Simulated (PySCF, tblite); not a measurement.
# C5H12N2Si: infrared bands, NMR shifts and electronic excitations in gas and solvents, part 1 of 2

Aim: compute the infrared bands, NMR shifts and electronic excitations of C5H12N2Si (`C=N[C@@H]1CCN([SiH3])C1`), and see what a dielectric continuum does where one was used.

Computed with tblite 0.8.0 and PySCF 2.14.0, with density-fitted response routines of our own, on a single molecule, in the gas phase or a continuum. Atoms are numbered from 0 throughout.

## (1) The molecule as given

20 atoms, charge 0, multiplicity 1; geometry from: force field or distance geometry start.

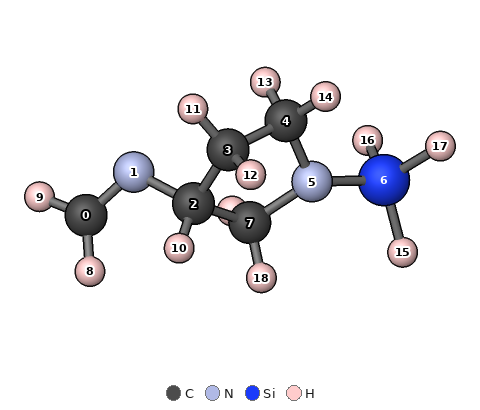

The starting geometry (carbon dark grey, nitrogen light blue, silicon blue, hydrogen pink), atoms numbered; sticks join atoms by distance.

## (2) Optimising the geometry with GFN2-xTB

What the job is given:

```
{"job": {"kind": "relax", "xc": "GFN2-xTB", "basis": "xTB"}, "charge": 0, "multiplicity": 1}
C      2.820300    -0.202500    -1.512900
N      1.801800    -0.794300    -0.991800
C      1.224200    -0.088400     0.166400
C      0.519300    -1.090800     1.052200
C     -0.931800    -1.043700     0.626800
N     -1.161200     0.383100     0.350900
Si    -2.693300     1.037100    -0.011800
C      0.087300     0.852700    -0.296000
H      3.212300     0.764500    -1.157000
H      3.321700    -0.655400    -2.369400
H      1.973600     0.452500     0.739100
H      0.931500    -2.111600     0.987900
H      0.592500    -0.775200     2.117300
H     -1.079400    -1.643300    -0.289500
H     -1.587600    -1.422300     1.410500
H     -2.591900     2.512400     0.043900
H     -3.078000     0.582400    -1.360400
H     -3.659600     0.537800     1.003500
H      0.305000     1.881500     0.007200
H     -0.011700     0.834100    -1.387700
```

Started as:

```console
> OMP_NUM_THREADS=1 python probes_run.py task.json out
```

The driver reads the jobs from task.json and runs them one after another.

The log of the run:

```text
step      E/eV     max force
  0    -663.78861    2.798
  1    -663.88555    2.400
  2    -663.92772    0.484
  3    -663.94127    0.290
  4    -663.95933    0.347
  5    -663.96995    0.328
  6    -663.98118    0.233
  7    -663.98643    0.167
  8    -663.99111    0.175
  9    -663.99586    0.245
 10    -664.00163    0.260
 11    -664.00701    0.191
 12    -664.01104    0.133
 13    -664.01363    0.124
 14    -664.01554    0.121
 15    -664.01724    0.099
 16    -664.01877    0.084
 17    -664.01994    0.083
 18    -664.02071    0.073
 19    -664.02125    0.051
 20    -664.02174    0.058
 21    -664.02229    0.060
 22    -664.02294    0.070
 23    -664.02371    0.074
 24    -664.02458    0.096
 25    -664.02551    0.101
 26    -664.02652    0.079
 27    -664.02764    0.086
 28    -664.02887    0.088
 29    -664.03014    0.096
 30    -664.03140    0.084
 31    -664.03271    0.076
 32    -664.03421    0.084
 33    -664.03581    0.096
 34    -664.03737    0.094
 35    -664.03888    0.081
 36    -664.04052    0.090
 37    -664.04233    0.093
 38    -664.04401    0.095
 39    -664.04531    0.096
 40    -664.04645    0.106
 41    -664.04730    0.161
 42    -664.04844    0.074
 43    -664.04923    0.067
 44    -664.05021    0.058
 45    -664.05084    0.083
 46    -664.05217    0.109
 47    -664.05309    0.063
 48    -664.05367    0.052
 49    -664.05401    0.053
 50    -664.05455    0.057
 51    -664.05535    0.074
 52    -664.05628    0.069
 53    -664.05700    0.085
 54    -664.05745    0.127
 55    -664.05788    0.058
 56    -664.05833    0.035
 57    -664.05865    0.035
 58    -664.05889    0.038
 59    -664.05909    0.035
 60    -664.05928    0.027
 61    -664.05941    0.018
 62    -664.05947    0.016
 63    -664.05950    0.014
 64    -664.05955    0.014
 65    -664.05962    0.017
 66    -664.05969    0.019
 67    -664.05974    0.017
 68    -664.05979    0.017
 69    -664.05983    0.014
 70    -664.05988    0.017
 71    -664.05992    0.014
 72    -664.05996    0.013
 73    -664.05999    0.016
 74    -664.06004    0.020
 75    -664.06010    0.021
 76    -664.06017    0.019
 77    -664.06025    0.019
 78    -664.06033    0.022
 79    -664.06045    0.033
 80    -664.06060    0.037
 81    -664.06078    0.028
 82    -664.06095    0.025
 83    -664.06108    0.028
 84    -664.06117    0.025
 85    -664.06126    0.026
 86    -664.06135    0.020
 87    -664.06143    0.018
 88    -664.06148    0.014
 89    -664.06152    0.014
 90    -664.06155    0.013
 91    -664.06158    0.012
 92    -664.06161    0.014
 93    -664.06164    0.015
 94    -664.06168    0.015
 95    -664.06172    0.021
 96    -664.06176    0.021
 97    -664.06182    0.019
 98    -664.06187    0.020
 99    -664.06191    0.019
100    -664.06195    0.017
101    -664.06200    0.022
102    -664.06206    0.028
103    -664.06212    0.023
104    -664.06218    0.021
105    -664.06225    0.029
106    -664.06236    0.036
107    -664.06252    0.044
108    -664.06272    0.040
109    -664.06290    0.048
110    -664.06304    0.033
111    -664.06317    0.034
112    -664.06330    0.037
113    -664.06341    0.030
114    -664.06348    0.021
115    -664.06356    0.022
116    -664.06370    0.040
117    -664.06394    0.053
118    -664.06424    0.048
119    -664.06454    0.037
120    -664.06484    0.051
121    -664.06522    0.060
122    -664.06578    0.084
123    -664.06618    0.077
124    -664.06658    0.088
125    -664.06709    0.033
126    -664.06726    0.023
127    -664.06741    0.029
128    -664.06746    0.028
129    -664.06756    0.018
130    -664.06761    0.017
131    -664.06765    0.016
132    -664.06768    0.015
133    -664.06771    0.016
134    -664.06773    0.012
135    -664.06775    0.012
136    -664.06777    0.008
```

It took 0.85 s on 1 thread of Arm Neoverse V2, shared host; peak memory 0.18 GiB.

Step by step: (not every step is listed)

```
step  energy from step 0 (eV)  largest force (eV/Å)
   0                   0.0000                2.7984
   1                  -0.0969                2.4000
   2                  -0.1391                0.4843
   3                  -0.1527                0.2899
   4                  -0.1707                0.3468
   5                  -0.1813                0.3284
   6                  -0.1926                0.2329
   7                  -0.1978                0.1670
   8                  -0.2025                0.1748
  20                  -0.2331                0.0584
  32                  -0.2456                0.0841
  44                  -0.2616                0.0584
  56                  -0.2697                0.0346
  68                  -0.2712                0.0166
  80                  -0.2720                0.0372
  92                  -0.2730                0.0137
 104                  -0.2736                0.0207
 116                  -0.2751                0.0398
 128                  -0.2789                0.0278
 131                  -0.2790                0.0159
 132                  -0.2791                0.0154
 133                  -0.2791                0.0164
 134                  -0.2791                0.0117
 135                  -0.2791                0.0121
 136                  -0.2792                0.0075
```

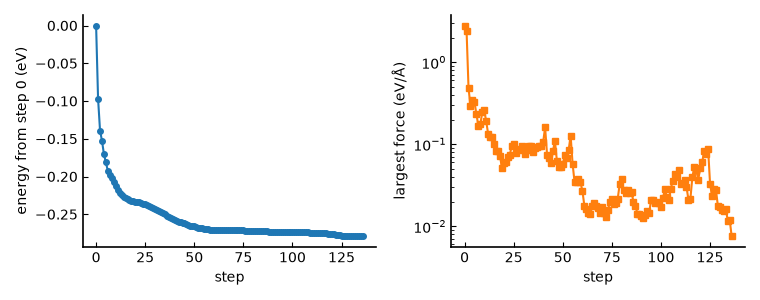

Energy and force, step by step.

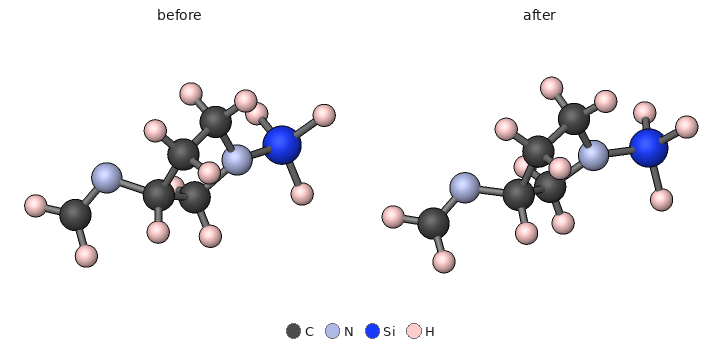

Before and after, at one scale.

Distances of close pairs at the start and the end, largest changes first:

```
   bond  before (Å)  after (Å)  change (Å)
  N5–C7       1.482      1.438      -0.044
  N1–C2       1.474      1.430      -0.044
  C0–N1       1.288      1.250      -0.038
  C2–C3       1.512      1.544      +0.032
  C4–N5       1.471      1.441      -0.030
Si6–H17       1.488      1.462      -0.025
 C3–H12       1.113      1.089      -0.024
  C3–C4       1.513      1.532      +0.019
```

The final coordinates are the input of the step that follows.

## (3) Vibrational analysis with GFN2-xTB

What the job is given:

```
{"job": {"kind": "ir", "xc": "GFN2-xTB", "basis": "xTB"}, "charge": 0, "multiplicity": 1}
C      3.129257    -0.192971    -1.180337
N      1.939455    -0.548285    -1.038396
C      1.134234     0.009686     0.003990
C      0.510112    -1.116575     0.855540
C     -0.984107    -1.062322     0.522342
N     -1.209658     0.321916     0.191865
Si    -2.724664     1.115865     0.226685
C     -0.089411     0.723046    -0.616295
H      3.636494     0.541761    -0.543004
H      3.707078    -0.631755    -1.980318
H      1.708983     0.706469     0.637179
H      0.951951    -2.079401     0.605112
H      0.673065    -0.913787     1.913002
H     -1.198127    -1.715061    -0.336242
H     -1.618078    -1.363215     1.355973
H     -2.409607     2.544038     0.257916
H     -3.612283     0.847549    -0.919599
H     -3.373559     0.638956     1.447432
H      0.015154     1.807821    -0.618113
H     -0.191437     0.376943    -1.655645
```

The log of the run:

```text
mode    cm-1     km/mol
  1      26.3      1.09
  2      69.1      3.54
  3      87.1      2.62
  4     127.4      0.08
  5     218.5      4.34
  6     274.7      6.09
  7     328.0      5.41
  8     349.0      4.20
  9     383.1      1.34
 10     478.9      1.40
 11     562.6     70.87
 12     607.8     76.09
 13     659.1      5.25
 14     720.1      4.69
 15     738.5    188.44
 16     763.4     22.97
 17     817.9    174.26
 18     819.8    379.25
 19     870.4     70.18
 20     906.4      4.10
 21     983.4      8.69
 22     988.3      3.37
 23    1020.9      7.12
 24    1027.8      4.65
 25    1076.2     10.89
 26    1085.8      9.38
 27    1126.2     64.59
 28    1137.5     18.67
 29    1178.6     10.97
 30    1197.1     58.02
 31    1216.2     14.39
 32    1251.6      9.96
 33    1285.7      7.42
 34    1286.7      3.87
 35    1309.5     13.93
 36    1321.6     99.82
 37    1336.9     38.46
 38    1421.6      2.68
 39    1462.2      1.07
 40    1475.8      0.68
 41    1485.4      0.25
 42    1755.9     24.17
 43    2153.3    390.55
 44    2255.2    176.68
 45    2262.2    386.98
 46    2815.6     50.66
 47    2856.4     22.39
 48    2858.7     32.17
 49    2861.2    213.32
 50    2989.3     24.98
 51    2991.9     51.95
 52    3004.8     51.20
 53    3015.3     25.27
 54    3074.9     31.91
```

It took 0.63 s on 1 thread of Arm Neoverse V2, shared host; peak memory 0.18 GiB.

Which atoms move in the most intense modes:

```
cm⁻¹  km/mol                                 atoms
 738   188.4                    H17 42 %, H15 41 %
 818   174.3          H16 55 %, H15 27 %, H17 12 %
 820   379.2          H17 32 %, H16 27 %, H15 18 %
1322    99.8  H10 25 %, N5 21 %, H14 12 %, C4 11 %
2153   390.6                              H16 94 %
2255   176.7                    H15 72 %, H17 24 %
2262   387.0                    H17 72 %, H15 24 %
2861   213.3           H13 37 %, H8 34 %, H19 20 %
```

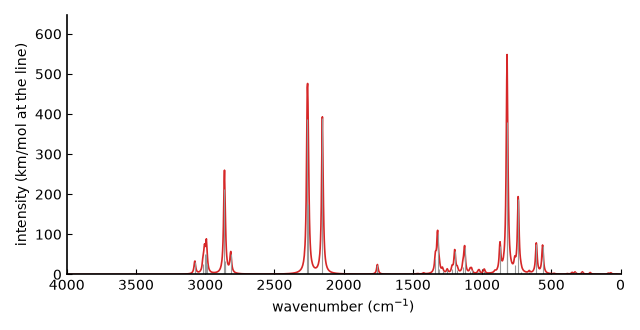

The infrared spectrum from these modes, unscaled. Lines are broadened to a width of 14 cm⁻¹ (Lorentzian).

## (4) Geometry optimisation at PBE0-D3(BJ)/def2-SVP

What the job is given:

```
{"job": {"xc": "PBE0", "basis": "def2-SVP", "d3": "d3bj", "grid": 1, "shake": 0.01, "kind": "geom"}, "charge": 0, "multiplicity": 1}
C      3.149670    -0.218530    -1.176160
N      1.933780    -0.552810    -1.040550
C      1.114030     0.007370    -0.004660
C      0.543340    -1.114320     0.852010
C     -0.986920    -1.069000     0.511790
N     -1.213570     0.326740     0.189480
Si    -2.715090     1.113870     0.226930
C     -0.073950     0.728500    -0.621350
H      3.634670     0.547170    -0.523650
H      3.704380    -0.634190    -1.970290
H      1.700120     0.703550     0.646000
H      0.957750    -2.078490     0.611810
H      0.644780    -0.903570     1.903410
H     -1.214810    -1.712300    -0.329240
H     -1.622530    -1.373980     1.356230
H     -2.410130     2.558090     0.265390
H     -3.610340     0.858670    -0.921650
H     -3.382820     0.644800     1.453260
H      0.013010     1.799990    -0.615820
H     -0.216380     0.383840    -1.650730
```

The log of the run:

```text
step   0  E = -595.93395384  max force = 0.041804
step   1  E = -595.94115663  max force = 0.011447
step   2  E = -595.94145768  max force = 0.003697
step   3  E = -595.94159253  max force = 0.004030
step   4  E = -595.94168156  max force = 0.001104
step   5  E = -595.94172185  max force = 0.002526
step   6  E = -595.94174155  max force = 0.000864
step   7  E = -595.94174429  max force = 0.000273
optimisation converged
```

It took 1.9 min on 1 thread of Arm Neoverse V2, shared host; peak memory 0.85 GiB.

The steps of the relaxation:

```
step  energy from step 0 (eV)  largest force component (eV/Å)
   0                   0.0000                          2.1496
   1                  -0.1960                          0.5886
   2                  -0.2042                          0.1901
   3                  -0.2079                          0.2072
   4                  -0.2103                          0.0568
   5                  -0.2114                          0.1299
   6                  -0.2119                          0.0444
   7                  -0.2120                          0.0140
```

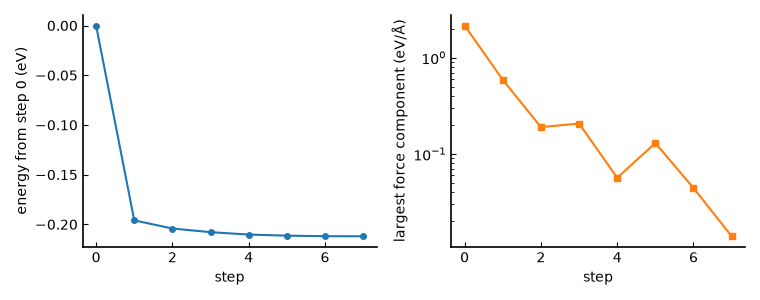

Energy and largest force along the relaxation.

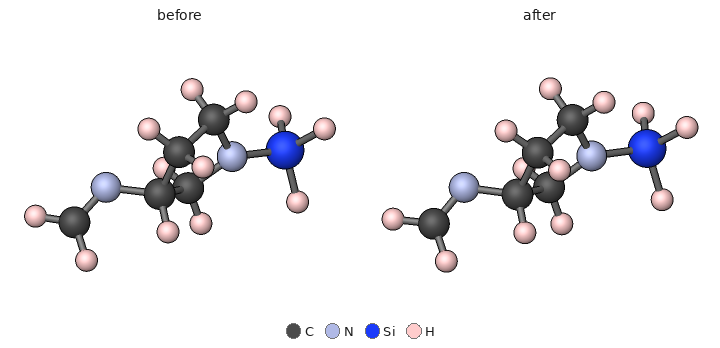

Before and after, at one scale.

Close pairs (by a distance rule), those that changed most:

```
   bond  before (Å)  after (Å)  change (Å)
  C0–H9       1.054      1.099      +0.045
  C3–C4       1.568      1.529      -0.039
 N5–Si6       1.696      1.732      +0.036
  C2–C7       1.520      1.547      +0.027
 C4–H13       1.083      1.110      +0.027
 C7–H18       1.075      1.102      +0.027
Si6–H16       1.478      1.504      +0.025
  C2–C3       1.522      1.545      +0.023
```

The final coordinates are the input of the step that follows.

```
                         at the end point                value
  point group (found at 0.08 Å tolerance)                   C1
rotational constants (GHz, main isotopes)  4.466, 0.888, 0.788
                        dipole moment (D)                 1.64
```

## (5) Shielding tensors: PBE0/pcSseg-1

What the job is given:

```
{"job": {"kind": "nmr", "xc": "PBE0", "basis": "pcSseg-1"}, "charge": 0, "multiplicity": 1}
C      3.107057    -0.127615    -1.286626
N      1.919303    -0.527893    -1.139775
C      1.137753     0.014236    -0.056070
C      0.562831    -1.110275     0.833835
C     -0.940511    -1.100122     0.554339
N     -1.203325     0.286166     0.228495
Si    -2.749587     1.058747     0.330912
C     -0.116327     0.727061    -0.615532
H      3.582507     0.622984    -0.622119
H      3.718835    -0.526669    -2.108424
H      1.733656     0.719127     0.557478
H      1.036487    -2.074296     0.601253
H      0.754110    -0.878078     1.891304
H     -1.173115    -1.779355    -0.292013
H     -1.542836    -1.427816     1.416321
H     -2.521299     2.535462     0.367791
H     -3.691796     0.778803    -0.807132
H     -3.411462     0.588443     1.585711
H     -0.016905     1.824097    -0.604807
H     -0.234220     0.407324    -1.670934
```

Level: GIAO PBE0/pcSseg-1 NMR shielding, non-relativistic, gas phase.

The log of the run:

```text
coarse grid: 16624 points
cycle   1  E = -596.1030760638  dE =  8.511e-01  |g| = 3.953e-01  |ddm| = 3.991e+00
cycle   2  E = -596.0597752002  dE =  4.330e-02  |g| = 5.978e-01  |ddm| = 9.685e-01
cycle   3  E = -596.1414360175  dE = -8.166e-02  |g| = 9.576e-02  |ddm| = 6.170e-01
cycle   4  E = -596.1429811927  dE = -1.545e-03  |g| = 4.485e-02  |ddm| = 8.459e-02
cycle   5  E = -596.1433959447  dE = -4.148e-04  |g| = 1.261e-02  |ddm| = 3.895e-02
cycle   6  E = -596.1434268865  dE = -3.094e-05  |g| = 4.155e-03  |ddm| = 1.433e-02
cycle   7  E = -596.1434305472  dE = -3.661e-06  |g| = 4.953e-04  |ddm| = 3.775e-03
final grid: 154416 points
cycle   8  E = -596.1882903140  dE = -3.431e-05  |g| = 7.860e-03  |ddm| = 3.217e-02
cycle   9  E = -596.1882770979  dE =  1.322e-05  |g| = 1.085e-02  |ddm| = 1.829e-02
cycle  10  E = -596.1883057479  dE = -2.865e-05  |g| = 1.897e-03  |ddm| = 1.097e-02
cycle  11  E = -596.1883065341  dE = -7.862e-07  |g| = 4.078e-04  |ddm| = 1.410e-03
cycle  12  E = -596.1883065643  dE = -3.026e-08  |g| = 1.402e-04  |ddm| = 3.602e-04
cycle  13  E = -596.1883065684  dE = -4.054e-09  |g| = 3.818e-05  |ddm| = 1.430e-04
cycle  14  E = -596.1883065687  dE = -2.756e-10  |g| = 1.167e-05  |ddm| = 4.840e-05
converged SCF energy = -596.1883065687

GIAO shielding tensors (ppm)
atom      isotropic    diamagn.    paramagn.     s11        s22        s33       span
  0 C       29.041     253.695    -224.653    -71.030     47.879    110.275    181.305
  1 N     -157.503     328.106    -485.609   -520.570   -187.188    235.249    755.820
  2 C      108.410     250.697    -142.288     88.770     93.662    142.798     54.028
  3 C      145.305     246.659    -101.353    115.710    154.638    165.568     49.858
  4 C      133.069     244.872    -111.802    103.483    125.701    170.023     66.540
  5 N      226.773     328.524    -101.750    166.965    251.386    261.969     95.004
  6 Si     406.942     879.398    -472.455    367.115    368.003    485.710    118.595
  7 C      125.161     244.935    -119.774     93.122    120.029    162.332     69.209
  8 H       23.838      29.994      -6.156     20.160     24.019     27.335      7.175
  9 H       24.239      27.702      -3.463     22.662     23.447     26.607      3.946
 10 H       28.000      34.214      -6.215     24.930     27.085     31.985      7.055
 11 H       29.706      30.027      -0.321     25.668     27.435     36.014     10.347
 12 H       29.286      30.709      -1.423     24.475     27.691     35.692     11.218
 13 H       28.259      29.392      -1.133     23.004     26.901     34.871     11.866
 14 H       28.274      29.806      -1.532     23.472     27.120     34.230     10.758
 15 H       26.684      28.841      -2.157     23.126     25.090     31.837      8.711
 16 H       26.584      27.749      -1.164     22.934     24.198     32.620      9.687
 17 H       26.663      28.549      -1.887     23.155     25.048     31.785      8.630
 18 H       28.093      31.607      -3.514     23.576     27.568     33.133      9.557
 19 H       28.555      30.552      -1.997     23.566     27.514     34.584     11.018
```

Run time: 32 s. Hardware: 1 thread of Arm Neoverse V2, shared host; peak memory 0.97 GiB.

Shifts follow as δ = σ(reference) − σ, with reference shieldings (ppm) from runs at the same level and on the same kind of geometry: 1H TMS 31.27, 13C TMS 184.4, 29Si TMS 352.0, 15N NH3 265.7. The references are single molecules in the gas phase, so shifts against H2O, NH3, PH3, H3PO4 or CFCl3 are not on the usual liquid scales and can be off by tens of ppm. Atoms listed in one row are averaged.

```
        atoms                                       environment  σ (ppm)  δ (ppm)  δ scaled to CDCl3
           C0                                        C=N carbon     29.0    155.4              150.4
           C2                                sp3 CH bonded to N    108.4     76.0               73.3
           C7                               sp3 CH2 bonded to N    125.2     59.2               57.0
           C4                               sp3 CH2 bonded to N    133.1     51.3               49.3
           C3                                 sp3 CH2 in a ring    145.3     39.1               37.5
           H8                          hydrogen on a C=N carbon    23.84     7.43               7.26
           H9                          hydrogen on a C=N carbon    24.24     7.03               6.88
H15, H16, H17                 hydrogen on a silicon bonded to N    26.64     4.62                  –
          H10                 hydrogen on an sp3 CH bonded to N    28.00     3.27               3.31
          H18                hydrogen on an sp3 CH2 bonded to N    28.09     3.17               3.22
          H13                hydrogen on an sp3 CH2 bonded to N    28.26     3.01               3.07
          H14                hydrogen on an sp3 CH2 bonded to N    28.27     2.99               3.05
          H19                hydrogen on an sp3 CH2 bonded to N    28.56     2.71               2.79
          H12                  hydrogen on an sp3 CH2 in a ring    29.29     1.98               2.09
          H11                  hydrogen on an sp3 CH2 in a ring    29.71     1.56               1.70
           N1                                    imine nitrogen   -157.5    423.2                  –
           N5  nitrogen bonded to 2 C, Si, in a 5-membered ring    226.8     38.9                  –
          Si6                          silicon bonded to N, 3 H    406.9    -55.0                  –
```

The scaled column applies a straight-line fit of computed shieldings to shifts measured in CDCl3 (root-mean-square error 0.21 ppm for H, 2.0 ppm for C).

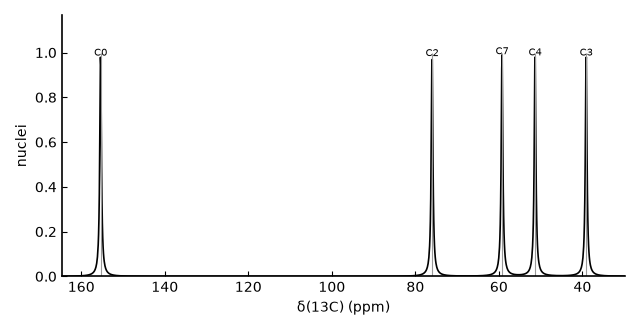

13C lines at the computed shifts, without couplings. Lines are broadened to a width of 0.47 ppm (Lorentzian).

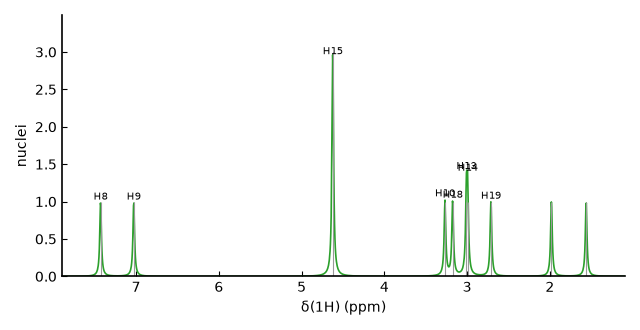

1H lines at the computed shifts, without couplings. Lines are broadened to a width of 0.02 ppm (Lorentzian).

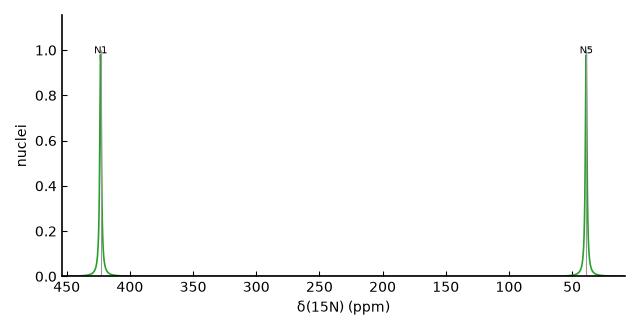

15N lines at the computed shifts, without couplings. Lines are broadened to a width of 2 ppm (Lorentzian).

Charges from the same density, by scheme (e):

```
atoms  Mulliken    IAO  Hirshfeld  ESP fit
   C0     -0.01  -0.12       0.00     0.09
   N1     -0.35  -0.25      -0.13    -0.56
   C2     -0.21  -0.01       0.01     0.51
   C3     -0.12  -0.26      -0.07    -0.39
   C4      0.02  -0.14      -0.02    -0.02
   N5     -0.82  -0.51      -0.18    -0.32
  Si6      0.63   0.72       0.34     0.41
   C7      0.14  -0.15      -0.03    -0.20
```

Mulliken charges:

C0 -0.01; N1 -0.35; C2 -0.21; C3 -0.12; C4 0.02; N5 -0.82; Si6 0.63; C7 0.14; H8 0.09; H9 0.13; H10 0.10; H11 0.13; H12 0.13; H13 0.12; H14 0.12; H15 -0.11; H16 -0.11; H17 -0.11; H18 0.13; H19 0.12

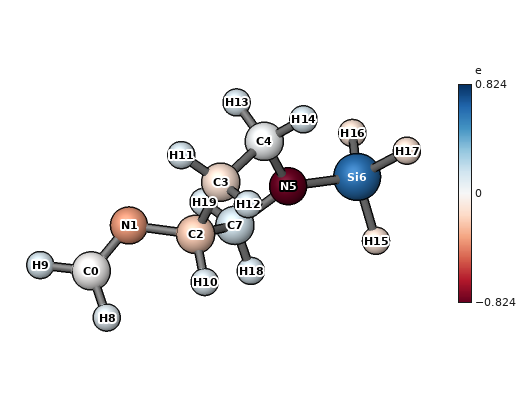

Mulliken charges, as colours on the atoms.

Mayer bond orders: C0–N1 1.96, N1–C2 0.93, C2–C3 1.00, C3–C4 1.03, C4–N5 0.94, N5–Si6 0.97, N5–C7 0.94, C7–C2 0.96.

Ring of atoms C2, C3, C4, N5, C7: NICS(0) -6.1, NICS(1) -3.3, NICS(1)zz -4.9 ppm (means of both faces).

(Continued in part 2 of 2.)
